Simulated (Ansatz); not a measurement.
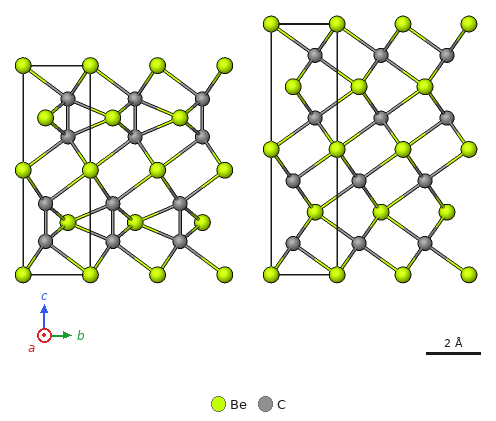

Two geometries of a crystal of BeC (a generated structure, set up in P6_3/mmc) (coarse preliminary run), drawn at one scale. One is the start of a relaxation, the other its converged end. Style: ball-and-stick. Shown: the cell of the calculation, repeated 1 × 3 × 1 with one cell outlined, along the a axis.

The calculation used DFT PBE, scalar-relativistic, plane waves, PAW in Ansatz 0.2.0. (plane-wave cutoff 420 eV; k-point mesh 6 × 6 × 2; occupations gaussian; smearing width 0.1 eV; no spin polarisation; cell and atoms relaxed; force threshold 0.04 eV/Å; at most 70 steps)

Which geometry has the lower energy?

The left one is the relaxed one. The largest moves relative to the cell, 0.27 Å, are those of C atoms. Be stays in place. Cell: a = b 2.845 → 2.901 Å (+2.0 %), c 9.375 → 7.821 Å (−16.6 %). Volume −13.3 %. Among the contacts that change: C–C 2.344 → 1.414 Å, Be–C 2.018 → 1.818 Å, Be–C 2.018 → 2.089 Å. New bonds form: C–C (2.34 → 1.41 Å). Among the angles between lasting bonds that change: Be–C–Be 89.7° → 105.9°, C–Be–C 89.7° → 105.9°, Be–C–Be 180.0° → 166.2°. The space group stays P6_3/mmc (No. 194). Over 7 accepted moves (9 points after the start) the energy falls by 847 meV per atom. The largest force component goes from 1.5 to 0.0013 eV/Å. The pressure goes from −19.69 to −0.05 GPa. The line search rejected the trial step at point 4 of the run. At 1 point the geometry stayed and the basis and grid were re-selected for the new cell (energy shift of 0.5 meV per atom at most each time). Cost: 15 s on 1 thread of Arm Neoverse V1, with other jobs on the host, peak memory 0.31 GiB.
